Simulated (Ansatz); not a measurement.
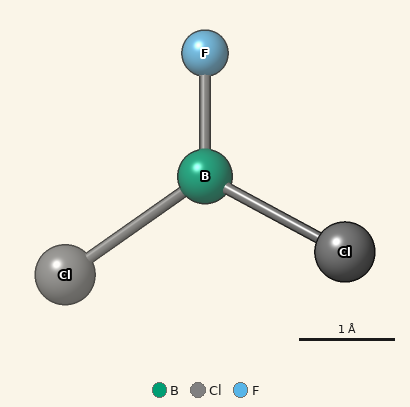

Fig. 1: The starting structure (ball-and-stick view, seen at a tilt). Bond lengths as drawn: B–Cl 1.86 Å and B–F 1.32 Å.

## Geometry relaxation, with input and output: BCl2F

BCl2F, computed with RKS B3LYP-D4/def2-SVP (Ansatz 0.2.0).

It belongs to a series of runs on one base structure; here: start relaxed.

## What the program printed
```
The last accepted step is kept in [file] (removed where the run ends without a failure and the disk answers)
Engine: ansatz 0.2.0, aarch64-unknown-linux-gnu
Functional definition: B3LYP
  parameter a0 = 0.2
  parameter ax = 0.72
  parameter ac = 0.81
  exchange = (1 - a0 - ax)*slater_x + ax*b88_x + a0*exact_x
  correlation = (1 - ac)*vwn_rpa_c + ac*lyp_c
651 factors; integrals over basis functions are off by at most 1.8e-4 eV
mean field evaluation 1: about -28431.2857 eV, gradient 2.6e1 eV
mean field evaluation 2: about -28429.4896 eV, gradient 4.4e1 eV
mean field evaluation 4: about -28432.3662 eV, gradient 7.2e-1 eV
mean field evaluation 8: about -28432.4033 eV, gradient 1.2e-2 eV
mean field -28432.40326685 eV, -1044.8715478817 hartree, gradient 7.1e-6 eV, S^2 0.000000; 0 other end points of the search recorded, 0 dependent functions left out
the calculation of the forces begins
reference -28432.40345388 eV, -1044.8715547549 hartree; 24, 24 occupied and 40, 40 virtual orbitals, 651 factors
relax step   1: F+E_penalty+E_count = -28432.55793973 eV  Δ(F+E_penalty+E_count) = +0.000e0 eV  max|allowed force component| = 2.217e0 eV/Å  Δτ_max = 0.0000 Å  (26 SCF iters, accepted)
these checks for a lower state are left out or cut short: starts, cluster_reference, orbital_swaps, neighbouring_geometries, increment
651 factors; integrals over basis functions are off by at most 2.3e-4 eV
mean field evaluation 16: about -28432.5440 eV, gradient 4.1e0 eV
mean field -28432.61539321 eV, -1044.8793433815 hartree, gradient 1.3e-5 eV, S^2 0.000000; 0 other end points of the search recorded, 0 dependent functions left out
the calculation of the forces begins
reference -28432.61557727 eV, -1044.8793501456 hartree; 24, 24 occupied and 40, 40 virtual orbitals, 651 factors
relax step   2: F+E_penalty+E_count = -28432.77263382 eV  Δ(F+E_penalty+E_count) = -2.147e-1 eV  max|allowed force component| = 1.076e0 eV/Å  Δτ_max = 0.0555 Å  (30 SCF iters, accepted)
these checks for a lower state are left out or cut short: starts, cluster_reference, orbital_swaps, neighbouring_geometries, increment
651 factors; integrals over basis functions are off by at most 2.8e-4 eV
mean field -28432.66471166 eV, -1044.8811558012 hartree, gradient 1.4e-5 eV, S^2 0.000000; 0 other end points of the search recorded, 0 dependent functions left out
the calculation of the forces begins
reference -28432.66489312 eV, -1044.8811624697 hartree; 24, 24 occupied and 40, 40 virtual orbitals, 651 factors
relax step   3: F+E_penalty+E_count = -28432.82388807 eV  Δ(F+E_penalty+E_count) = -5.125e-2 eV  max|allowed force component| = 2.619e-1 eV/Å  Δτ_max = 0.0429 Å  (30 SCF iters, accepted)
these checks for a lower state are left out or cut short: starts, cluster_reference, orbital_swaps, neighbouring_geometries, increment
651 factors; integrals over basis functions are off by at most 2.8e-4 eV
mean field evaluation 32: about -28432.6252 eV, gradient 6.4e-1 eV
mean field -28432.66686550 eV, -1044.8812349532 hartree, gradient 1.3e-5 eV, S^2 0.000000; 0 other end points of the search recorded, 0 dependent functions left out
the calculation of the forces begins
reference -28432.66704723 eV, -1044.8812416319 hartree; 24, 24 occupied and 40, 40 virtual orbitals, 651 factors
relax step   4: F+E_penalty+E_count = -28432.82573375 eV  Δ(F+E_penalty+E_count) = -1.846e-3 eV  max|allowed force component| = 1.161e-1 eV/Å  Δτ_max = 0.0067 Å  (31 SCF iters, accepted)
these checks for a lower state are left out or cut short: starts, cluster_reference, orbital_swaps, neighbouring_geometries, increment
651 factors; integrals over basis functions are off by at most 2.8e-4 eV
mean field -28432.66711266 eV, -1044.8812440363 hartree, gradient 2.6e-5 eV, S^2 0.000000; 0 other end points of the search recorded, 0 dependent functions left out
the calculation of the forces begins
reference -28432.66729436 eV, -1044.8812507136 hartree; 24, 24 occupied and 40, 40 virtual orbitals, 651 factors
relax step   5: F+E_penalty+E_count = -28432.82593053 eV  Δ(F+E_penalty+E_count) = -1.968e-4 eV  max|allowed force component| = 1.297e-3 eV/Å  Δτ_max = 0.0024 Å  (23 SCF iters, accepted)
```

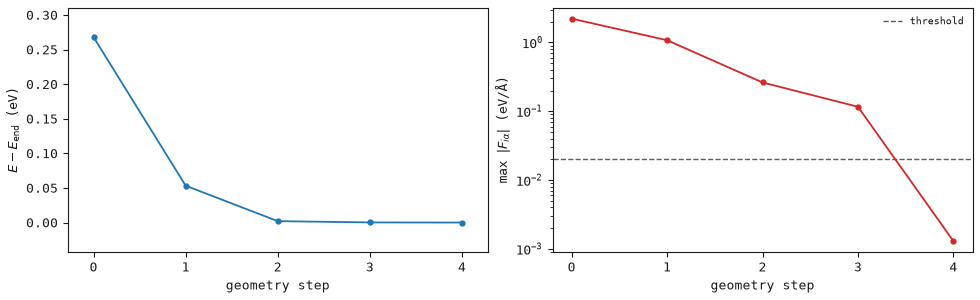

Fig. 2: Progress of the relaxation, step by step (the first geometry is step 0 here and step 1 in the log).

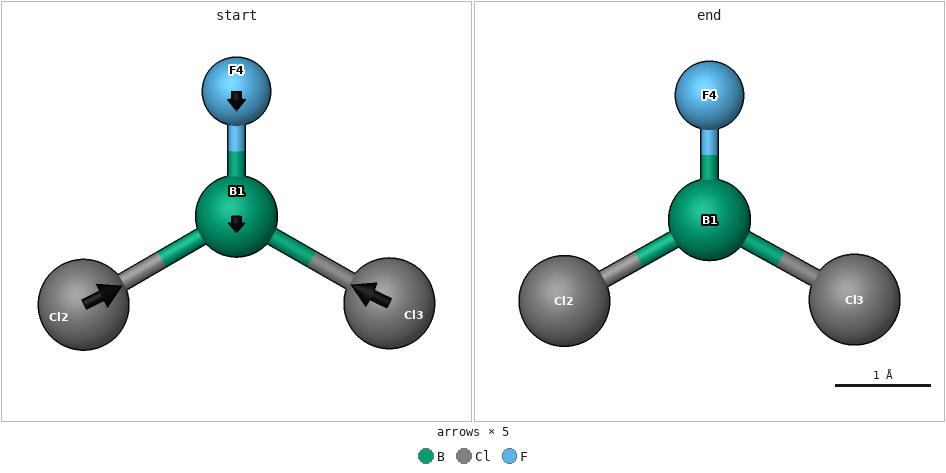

Fig. 3: Before (left) and after (right) the relaxation, at one scale (ball-and-stick view, seen on its broad side). The black arrows give the displacements, magnified 5 times. The largest moves after the best rigid fit, 0.091 Å, are those of Cl2 and Cl3. By element the largest moves are Cl 0.091 Å, F 0.043 Å, B 0.037 Å. Among the contacts that change: B1–Cl2 1.860 → 1.751 Å, B1–F4 1.320 → 1.314 Å. Over 4 geometry steps the energy falls by 0.268 eV. The largest force component goes from 2.2 to 0.0013 eV/Å. (Atoms are counted from 1 in the order of the input.)

```
651 factors; integrals over basis functions are off by at most 2.8e-4 eV
mean field -28432.66711266 eV, -1044.8812440363 hartree, gradient 2.6e-5 eV, S^2 0.000000; 1 other end points of the search recorded, 0 dependent functions left out
the calculation of the forces begins
reference -28432.66729436 eV, -1044.8812507136 hartree; 24, 24 occupied and 40, 40 virtual orbitals, 651 factors
Total energy: -28432.82611223 eV, -1044.8870871626 hartree
Atom 0 at     0.031845     0.000000     0.018379 Å, force    -0.000016     0.000000    -0.000009 eV/Å
Atom 1 at     0.006419    -0.000000     1.769144 Å, force    -0.000477    -0.000000    -0.000654 eV/Å
Atom 2 at     1.535346    -0.000000    -0.879012 Å, force    -0.000804    -0.000000    -0.000087 eV/Å
Atom 3 at    -1.105911    -0.000000    -0.638511 Å, force     0.001297    -0.000000     0.000749 eV/Å
Dipole moment:     0.049352    -0.000000     0.028493 e Å
```

## Trajectory as extended XYZ (Å, eV, eV/Å), 5 frames, from step=1 to step=5
```
4
Properties=species:S:1:pos:R:3:forces:R:3 step=1 energy=-28432.55794
B     0.0000    0.0000    0.0000    1.1259   0.0000   0.6500
Cl    0.0000    0.0000    1.8600   -0.0249   0.0000  -2.2167
Cl    1.6108    0.0000   -0.9300   -1.9320   0.0000   1.0868
F    -1.1431    0.0000   -0.6600    0.8309   0.0000   0.4799
4
Properties=species:S:1:pos:R:3:forces:R:3 step=2 energy=-28432.77263
B     0.0124    0.0000    0.0072    0.9157   0.0000   0.5287
Cl    0.0083    0.0000    1.8051   -0.0411   0.0000  -1.0763
Cl    1.5674    0.0000   -0.8954   -0.9526   0.0000   0.5025
F    -1.1205    0.0000   -0.6469    0.0780   0.0000   0.0451
4
Properties=species:S:1:pos:R:3:forces:R:3 step=3 energy=-28432.82389
B     0.0292    0.0000    0.0168    0.1582   0.0000   0.0913
Cl    0.0104    0.0000    1.7622   -0.0301   0.0000   0.1719
Cl    1.5314    0.0000   -0.8721    0.1338   0.0000  -0.1120
F    -1.1032    0.0000   -0.6370   -0.2619   0.0000  -0.1512
4
Properties=species:S:1:pos:R:3:forces:R:3 step=4 energy=-28432.82573
B     0.0298    0.0000    0.0172    0.1161   0.0000   0.0670
Cl    0.0080    0.0000    1.7685   -0.0128   0.0000  -0.0014
Cl    1.5356    0.0000   -0.8774   -0.0076   0.0000  -0.0104
F    -1.1056    0.0000   -0.6383   -0.0956   0.0000  -0.0552
4
Properties=species:S:1:pos:R:3:forces:R:3 step=5 energy=-28432.82593
B     0.0318    0.0000    0.0184    0.0000   0.0000   0.0000
Cl    0.0064    0.0000    1.7691   -0.0005   0.0000  -0.0007
Cl    1.5353    0.0000   -0.8790   -0.0008   0.0000  -0.0001
F    -1.1059    0.0000   -0.6385    0.0013   0.0000   0.0007
```

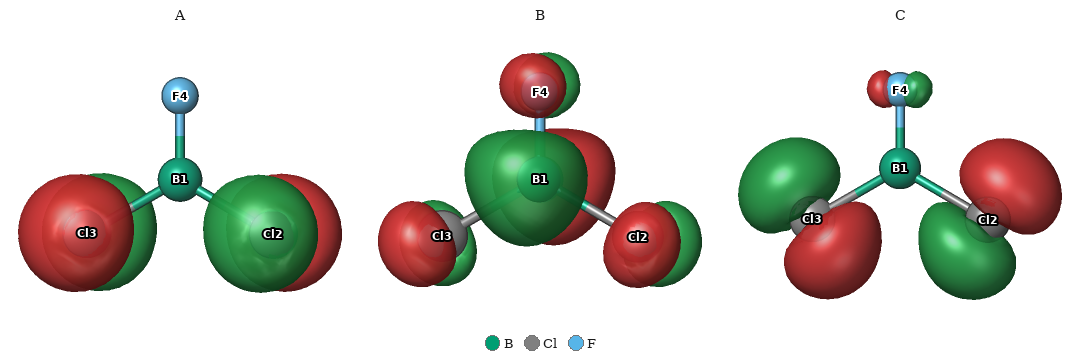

Fig. 4: Three frontier orbitals at ±0.15 Å⁻³ᐟ² (green and red are the two phases). A is the HOMO−1 (−9.35 eV). Its weight (Hirshfeld) is mainly on Cl2 (45 %) and Cl3 (45 %); it changes sign across the molecular plane (π type). C is the HOMO (−8.89 eV). B is the LUMO (−0.89 eV). It lies mainly on B1 (50 %), Cl2 (15 %), Cl3 (15 %) and F4 (15 %); it changes sign across the molecular plane (π type); π-antibonding (a node) across B1–Cl2, B1–Cl3 and B1–F4. The HOMO–LUMO gap is 8.00 eV between the orbital energies.

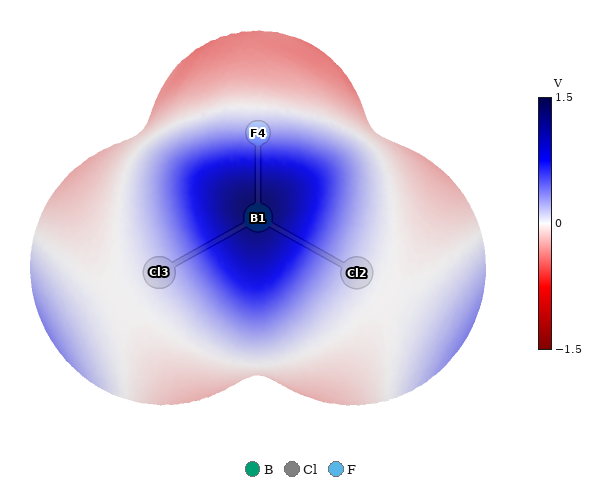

Fig. 5: The electrostatic potential painted on the density surface at 0.001 e/bohr³, seen face on; the colour scale runs from red (negative) to blue (positive).

The run was set up as follows.

## The input
```yaml
crystal:
  periodic: [false, false, false]
  atoms:
    - { symbol: B, position_ang: [0.0, 0.0, 0.0] }
    - { symbol: Cl, position_ang: [0.0, 0.0, 1.86] }
    - { symbol: Cl, position_ang: [1.6108, 0.0, -0.93] }
    - { symbol: F, position_ang: [-1.1431, 0.0, -0.66] }
basis:
  gaussian: { orbitals: def2-SVP }
hamiltonian:
  xc: b3lyp
  dispersion: d4
relax:
  f_tol: 0.02
  max_steps: 40
output:
  orbitals: {}
```

Launched with:
```bash
ansatz run input.yaml --threads 1 --pin off --max-ram 2048MiB --backend cpu --events-out ev --progress --plain --runs-dir out
```

## Results in brief

- outcome: converged
- total energy: −28432.8261 eV
- mean-field energy: −28432.6673 eV
- largest force (length of the vector) at the end: 0.001 eV/Å
- hardware: 1 thread of Arm Neoverse V1, 24 GiB of memory available, shared host
- wall time: 11 s
- peak memory: 0.12 GiB
